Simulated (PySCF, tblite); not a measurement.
Dissociation curve of SMILES [Cl][Ga]([Cl])[Cl], singlet. The Ga1–Cl4 bond (Ga1 also carries Cl, Cl; Cl4 carries nothing else) is stretched with both fragments frozen at the PBE0/def2-TZVP optimised geometry.

```
4

Ga     0.0000     0.0000     0.0000
Cl     0.0000     1.8294    -1.0568
Cl     0.0007    -1.8298    -1.0561
Cl     0.0000     0.0000     2.1127
```

RKS-M06-2X = PySCF with restricted M06-2X/cc-pVDZ; UKS-M06-2X = unrestricted M06-2X/cc-pVDZ in PySCF 2.14.0; GFN2-xTB, 300 K electronic temperature (tblite).

Energies are in kJ/mol, each relative to the lowest point of its own curve near equilibrium.

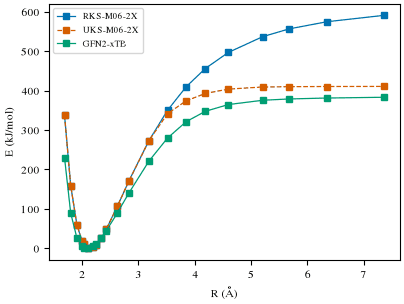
Figure: Energy against bond length for each method.

```json
[
 {"R / Å": "1.69", "RKS-M06-2X": "337.4", "UKS-M06-2X": "337.4", "GFN2-xTB": "229.8"},
 {"R / Å": "1.80", "RKS-M06-2X": "158.3", "UKS-M06-2X": "158.3", "GFN2-xTB": "88.8"},
 {"R / Å": "1.91", "RKS-M06-2X": "59.5", "UKS-M06-2X": "59.5", "GFN2-xTB": "26.0"},
 {"R / Å": "2.00", "RKS-M06-2X": "18.4", "UKS-M06-2X": "18.4", "GFN2-xTB": "5.0"},
 {"R / Å": "2.03", "RKS-M06-2X": "10.4", "UKS-M06-2X": "10.4", "GFN2-xTB": "1.9"},
 {"R / Å": "2.11", "RKS-M06-2X": "0.0", "UKS-M06-2X": "0.0", "GFN2-xTB": "0.0"},
 {"R / Å": "2.20", "RKS-M06-2X": "2.5", "UKS-M06-2X": "2.5", "GFN2-xTB": "6.1"},
 {"R / Å": "2.25", "RKS-M06-2X": "8.6", "UKS-M06-2X": "8.6", "GFN2-xTB": "12.1"},
 {"R / Å": "2.34", "RKS-M06-2X": "25.6", "UKS-M06-2X": "25.6", "GFN2-xTB": "26.5"},
 {"R / Å": "2.43", "RKS-M06-2X": "48.0", "UKS-M06-2X": "48.0", "GFN2-xTB": "44.1"},
 {"R / Å": "2.63", "RKS-M06-2X": "107.3", "UKS-M06-2X": "107.3", "GFN2-xTB": "90.2"},
 {"R / Å": "2.83", "RKS-M06-2X": "170.0", "UKS-M06-2X": "170.0", "GFN2-xTB": "139.7"},
 {"R / Å": "3.19", "RKS-M06-2X": "273.5", "UKS-M06-2X": "273.5", "GFN2-xTB": "221.4"},
 {"R / Å": "3.52", "RKS-M06-2X": "350.3", "UKS-M06-2X": "341.6", "GFN2-xTB": "279.9"},
 {"R / Å": "3.85", "RKS-M06-2X": "409.8", "UKS-M06-2X": "374.1", "GFN2-xTB": "321.2"},
 {"R / Å": "4.19", "RKS-M06-2X": "456.1", "UKS-M06-2X": "392.9", "GFN2-xTB": "347.5"},
 {"R / Å": "4.60", "RKS-M06-2X": "496.9", "UKS-M06-2X": "403.9", "GFN2-xTB": "364.7"},
 {"R / Å": "5.21", "RKS-M06-2X": "536.9", "UKS-M06-2X": "409.3", "GFN2-xTB": "375.6"},
 {"R / Å": "5.68", "RKS-M06-2X": "556.6", "UKS-M06-2X": "410.0", "GFN2-xTB": "378.9"},
 {"R / Å": "6.35", "RKS-M06-2X": "574.8", "UKS-M06-2X": "410.5", "GFN2-xTB": "381.3"},
 {"R / Å": "7.37", "RKS-M06-2X": "591.1", "UKS-M06-2X": "410.7", "GFN2-xTB": "383.2"}
]
```

At the longest distance, 7.37 Å, RKS-M06-2X lies highest above its minimum (591.1 kJ/mol) and GFN2-xTB lowest (383.2 kJ/mol).

At the longest distance RKS-M06-2X leaves fractional charges on the fragments, a sign of delocalisation error or of the restricted form. The restricted form behind RKS-M06-2X keeps the bonding electrons paired and can't separate into open-shell fragments. The unrestricted determinant behind UKS-M06-2X is spin-contaminated at 3.52 to 7.37 Å (<S²> up to 1.0, against 0.00 for a pure singlet).
